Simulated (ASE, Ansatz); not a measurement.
# Σ13 (134)[11-1] symmetric tilt boundary in CsSnBr3 (780 atoms): a single point, part 2 of 2

Wanted: forces, charges and levels of Σ13 (134)[11-1] symmetric tilt boundary in CsSnBr3 (780 atoms).

Ansatz 0.2.0; Kohn-Sham DFT, PBE, PAW (set soft_2), localised support functions (medium).

The cell: 156 Cs, 156 Sn and 468 Br. The host structure and its lattice constant were typed by rule, without a check against the phase diagram. Sampling is at Γ alone, for a cell whose shortest periodic width is 10 Å. Spin–orbit coupling is left out.

So far. Step 2 (Support functions medium): Between -24 and -14 eV lie 2733 more states.

## 3. Structure statistics

Bonds and neighbours are counted at the geometry of the runs.

Density 4.03 g/cm³, 40.50 Å³ an atom.

g(r), total and by pair (bins of 0.2 Å):

```tsv
r (Å)	total	Br-Br	Br-Cs	Br-Sn	Cs-Cs	Cs-Sn	Sn-Sn
2.80	2.21	0.00	0.00	9.20	0.00	0.00	0.00
3.00	2.21	0.08	0.12	8.97	0.00	0.00	0.00
3.20	0.00	0.01	0.00	0.00	0.00	0.00	0.00
3.40	0.08	0.17	0.09	0.00	0.00	0.00	0.00
3.60	0.05	0.00	0.04	0.01	0.00	0.49	0.00
3.80	0.04	0.05	0.04	0.06	0.00	0.00	0.00
4.00	4.11	5.65	8.66	0.00	0.00	0.00	0.00
4.20	4.50	6.25	9.29	0.12	0.00	0.00	0.00
4.40	0.04	0.04	0.05	0.05	0.00	0.00	0.00
4.60	0.05	0.09	0.04	0.05	0.00	0.00	0.00
4.80	0.00	0.01	0.01	0.00	0.00	0.00	0.00
5.00	1.89	0.00	0.00	0.03	0.00	23.50	0.00
5.20	0.09	0.08	0.00	0.09	0.23	0.33	0.23
5.40	0.06	0.05	0.04	0.07	0.21	0.00	0.21
5.60	0.09	0.07	0.10	0.15	0.00	0.00	0.00
5.80	2.70	4.46	0.08	0.04	13.10	0.19	13.10
6.00	0.02	0.02	0.04	0.03	0.00	0.00	0.00
6.20	0.06	0.05	0.08	0.08	0.00	0.00	0.00
6.40	2.43	0.05	0.09	9.88	0.20	0.10	0.05
6.60	1.02	0.07	0.10	3.93	0.10	0.19	0.24
6.80	0.11	0.12	0.11	0.10	0.13	0.00	0.13
7.00	2.52	3.45	5.18	0.05	0.19	0.09	0.21
7.20	3.04	4.22	6.22	0.08	0.08	0.03	0.04
7.40	0.10	0.15	0.08	0.10	0.10	0.00	0.11
7.60	0.07	0.04	0.12	0.10	0.00	0.00	0.00
7.80	0.10	0.13	0.14	0.10	0.00	0.00	0.00
```

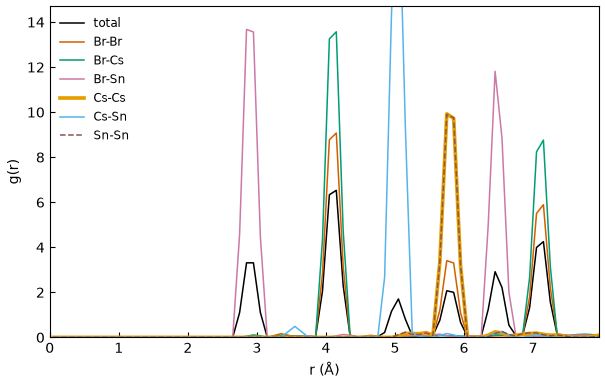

Pair distribution functions, lightly smoothed, with peaks cut at 14.

Bonds by pair of elements; cutoffs follow the first minimum of g(r), held within bounds set by covalent radii, and pairs that aren't listed don't count as bonded:

```tsv
pair A-B	cutoff (Å)	bonds	mean length (Å)	spread (Å)	shortest (Å)	B about A	A about B
Br-Cs	4.53	1776	4.10	0.087	2.96	3.79	11.4
Br-Sn	3.38	888	2.9	0.028	2.81	1.90	5.69
```

How many atoms have how many bonded neighbours:

```tsv
element	mean	3	4	5	6	8	9	10	11	12
Br	5.69	18	24	42	384	0	0	0	0	0
Cs	11.4	0	0	0	0	6	12	12	12	114
Sn	5.69	6	12	6	132	0	0	0	0	0
```

Bond angles, per cent of each kind in bins of 5°:

```tsv
angle (°)	Cs-Br-Sn	Cs-Br-Cs	Br-Sn-Br	Sn-Br-Sn
50–55	0.1	0.0	0.0	0.0
55–60	0.0	0.0	0.0	0.0
60–65	0.0	0.0	0.0	0.0
65–70	0.2	0.0	0.0	0.0
70–75	0.1	0.0	0.0	0.0
75–80	0.0	0.5	0.0	0.0
80–85	0.0	0.0	0.0	0.0
85–90	50.2	32.7	40.3	0.0
90–95	48.4	33.0	40.0	0.0
95–100	0.0	0.4	0.0	0.0
100–105	0.0	0.6	0.0	0.0
105–110	0.2	0.0	0.0	0.0
110–115	0.2	0.2	0.0	0.0
115–120	0.0	0.0	0.0	0.0
120–125	0.0	0.0	0.0	0.0
125–130	0.1	0.0	0.0	0.0
130–135	0.0	0.0	0.0	0.0
135–140	0.0	0.0	0.0	0.0
140–145	0.0	0.2	0.0	0.0
145–150	0.0	0.0	0.0	0.0
150–155	0.0	0.0	0.0	0.0
155–160	0.2	0.5	0.0	0.0
160–165	0.0	0.2	0.0	0.0
165–170	0.2	0.0	0.0	0.0
170–175	0.0	0.0	0.0	0.0
175–180	0.0	31.7	19.7	100.0
```

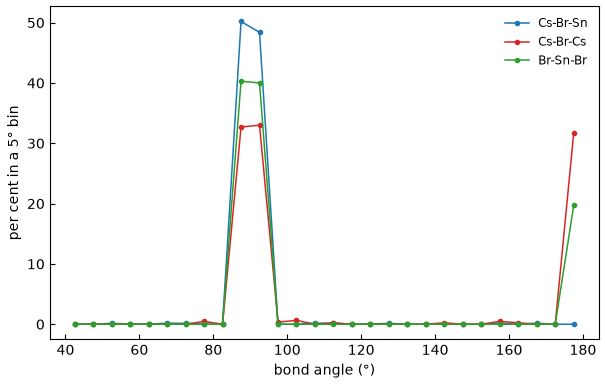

Distributions of the most common bond angles.

Bond angles (no mean is given where the spread exceeds 20°):

```tsv
angle	count	mean (°)	spread (°)
Cs-Br-Sn	3420	90.2	5.1
Cs-Br-Cs	2538	-	-
Br-Sn-Br	2130	-	-
Sn-Br-Sn	420	179	0.6
```

Bond length by coordination (bonds to H left out):

```tsv
element	coordination	atoms	mean bond length (Å)
Br	3	18	3.70
Br	4	24	3.72
Br	5	42	3.66
Br	6	384	3.7
Cs	8	6	3.87
Cs	9	12	4.09
Cs	10	12	4.12
Cs	11	12	4.1
Cs	12	114	4.10
Sn	3	6	2.89
Sn	4	12	2.90
Sn	5	6	2.90
Sn	6	132	2.9
```

Counting bonds as in the table, 82 % of Br atoms have 6, 73 % of Cs atoms have 12 and 85 % of Sn atoms have 6 bonded neighbours. The Cs-Br-Sn angle averages 90° with a spread of 5°.

The surroundings of Br388, which has 5 bonded neighbours where the commonest count for Br is 6, nearest first, numbered as they follow in the input and with coordinates relative to it.

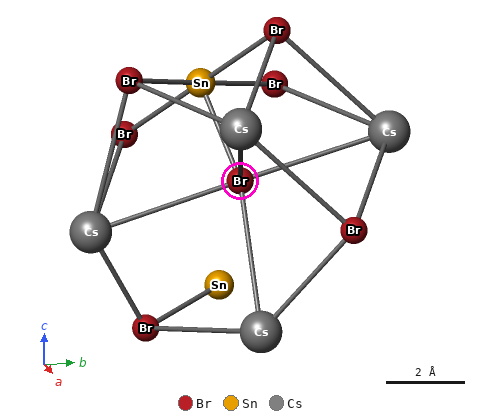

The atoms of the table, within 4.7 Å (arrows a, b, c point along x, y, z); some may hide others; the central atom is ringed.

```tsv
atom	x	y	z	distance (Å)	bonds	Löwdin charge (e)	Fx	Fy	Fz (eV/Å)
Br388	0.00	0.00	0.00	0.00	5	-0.46	0.03	-0.21	0.02
Sn387	-1.66	-0.69	2.24	2.87	6	0.48	0.28	0.91	-0.34
Br265	0.02	0.97	3.96	4.08	6	-0.34	-0.23	-0.26	-0.19
Br389	-3.35	1.64	1.66	4.09	5	-0.33	0.16	-0.28	0.26
Br319	0.03	-2.94	2.84	4.09	6	-0.35	0.11	-0.23	0.03
Cs261	0.03	3.94	1.11	4.09	10	0.77	-0.05	-0.20	-0.19
Br370	3.35	2.28	-0.62	4.10	4	-0.47	-0.26	0.03	0.73
Cs321	3.37	-0.71	2.25	4.11	11	0.75	-0.04	0.34	0.02
Br390	-3.35	-2.34	0.53	4.12	5	-0.26	-0.73	-0.64	-0.73
Cs316	0.00	-3.96	-1.16	4.12	8	0.77	0.25	1.06	1.50
Sn587	-2.53	0.00	-3.40	4.24	4	0.45	-0.76	1.85	-0.04
Cs481	2.53	0.00	-3.41	4.25	9	0.76	0.02	0.60	-0.12
Br649	-0.82	-2.32	-4.01	4.70	6	-0.39	0.05	-0.14	-0.26
```

The column of bonds counts only the pairs Br-Cs within 4.53 Å, Br-Sn within 3.38 Å; other neighbours, such as metal atoms beside each other in a compound, aren't counted, and periodic images can show an atom twice.

## 4. Another try, on a changed input

A doubtful change is made on purpose, to see how the program answers.

Contents of input.yaml:

```yaml
crystal:
  lattice:
    - [10.04589, 0.0, 0.0]
    - [0.0, 51.22421, 0.0]
    - [0.0, 0.0, 61.38863]
  atoms:
    - { symbol: Cs, position: [0.3349, 0.9106, 0.01875], spin: 2.0 }
    - { symbol: Sn, position: [0.5029, 0.88513, 0.09318] }
    - { symbol: Br, position: [0.66525, 0.89816, 0.05566] }
    - { symbol: Br, position: [0.33168, 0.92976, 0.0838] }
    - { symbol: Br, position: [0.33446, 0.85248, 0.06523] }
    - { symbol: Cs, position: [0.00022, 0.88491, 0.09285] }
    - { symbol: Sn, position: [0.16214, 0.85913, 0.16683] }
    - { symbol: Br, position: [0.33138, 0.87185, 0.13011] }
    - { symbol: Br, position: [0.00078, 0.90419, 0.15744] }
    - { symbol: Br, position: [1.0e-05, 0.82678, 0.1389] }
    - { symbol: Cs, position: [0.66733, 0.97403, 0.07401] }
    - { symbol: Sn, position: [0.82994, 0.94877, 0.14827] }
    - { symbol: Br, position: [0.00128, 0.96092, 0.11091] }
    - { symbol: Br, position: [0.66741, 0.99331, 0.13887] }
    - { symbol: Br, position: [0.66859, 0.91703, 0.12025] }
    - { symbol: Cs, position: [0.33547, 0.94838, 0.14831] }
    - { symbol: Sn, position: [0.49937, 0.92314, 0.22256] }
    - { symbol: Br, position: [0.66635, 0.93663, 0.18534] }
    - { symbol: Br, position: [0.33266, 0.96818, 0.21329] }
    - { symbol: Br, position: [0.33452, 0.89116, 0.19494] }
    - { symbol: Cs, position: [0.9998, 0.9233, 0.22185] }
    - { symbol: Sn, position: [0.16632, 0.89729, 0.29725] }
    - { symbol: Br, position: [0.33418, 0.91017, 0.25927] }
    - { symbol: Br, position: [0.00051, 0.94222, 0.28703] }
    - { symbol: Br, position: [0.0009, 0.86597, 0.26882] }
    - { symbol: Cs, position: [0.3332, 0.98755, 0.27809] }
    - { symbol: Sn, position: [0.50102, 0.96125, 0.3523] }
    - { symbol: Br, position: [0.66404, 0.97419, 0.31539] }
    - { symbol: Br, position: [0.33393, 0.00654, 0.34229] }
    - { symbol: Br, position: [0.32754, 0.93026, 0.32432] }
    - { symbol: Cs, position: [0.99783, 0.96188, 0.35264] }
    - { symbol: Sn, position: [0.16605, 0.93585, 0.42562] }
    [... 742 atom lines left out ...]
    - { symbol: Br, position: [0.58305, 0.46771, 0.52788] }
    - { symbol: Cs, position: [0.91363, 0.5901, 0.51842] }
    - { symbol: Sn, position: [0.08682, 0.56386, 0.9261] }
    - { symbol: Br, position: [0.24807, 0.57585, 0.96317] }
    - { symbol: Br, position: [0.91352, 0.60866, 0.93555] }
    - { symbol: Br, position: [0.91664, 0.53192, 0.95415] }
kpoints:
  mp_grid: { grid: [1, 1, 1] }
hamiltonian:
  xc: pbe
scf:
  occupations: { method: gaussian, width: 0.05 }
  eigensolver: { kind: { support_functions: { accuracy: medium } } }
  mixing: { beta: 0.2 }
  max_iter: 150
output:
  forces: true
```

Started as:

```
$ ansatz run input.yaml --threads 32 --pin off --max-ram 143360MiB --backend cuda --events-out ev --progress --plain --runs-dir out
```

Numbers of over 12 decimals in the logs are rounded to 6 here.

Log:

```text
Error: inconsistent input (magnetization.spin_polarized): false but per-atom `spin:`, `per_species`, `initial_magnetization`, `magnetic_field`, or `spin_locking` is set
```

The job ended after 0.06 s (32 threads of Arm Neoverse V2, shared host; peak memory 0.18 GiB).

The program refused the input before any cycle.

The program's message: “Error: inconsistent input (magnetization.spin_polarized): false but per-atom `spin:`, `per_species`, `initial_magnetization`, `magnetic_field`, or `spin_locking` is set”

The fault in the input: a moment without spin polarisation (crystal.atoms[0].spin = 2.0). The fix is to switch spin polarisation on, or take the moment out.

## 5. Outcome

```yaml
free_energy_per_atom: -4010.0881 eV/atom
density: 4.029 g/cm³
pressure: 0.7537 GPa
r_m_s_force_component: 0.3582 eV/Å
wall_time_of_the_1_dft_run: 46 s
```

What this shows: Counting bands leaves a spacing of only 0.11 eV (at Γ alone), which the smearing bridges: 4 levels are partly filled by over 2 %, so a gap, if any, is small at this level. Forces differ by site in this geometry: Br atoms with 3 neighbours bear 1.6 eV/Å on average, against 0.26 eV/Å for those with 6. Counting bonds as in the table, 82 % of Br atoms have 6, 73 % of Cs atoms have 12 and 85 % of Sn atoms have 6 bonded neighbours.

Caveats: The geometry was built by rule, was displaced at random and isn't relaxed at this level: its force components are 0.36 eV/Å r.m.s.

[Logs are printed without paths, hosts, clocks, repeated set-up lines and the standing remarks that a program may print on its own settings, such as how far it seeks lower states.]

[Hosts, paths, dates, database ids (printed as entryN), source tags and the programs' standing remarks are cut or masked in the printed files.]
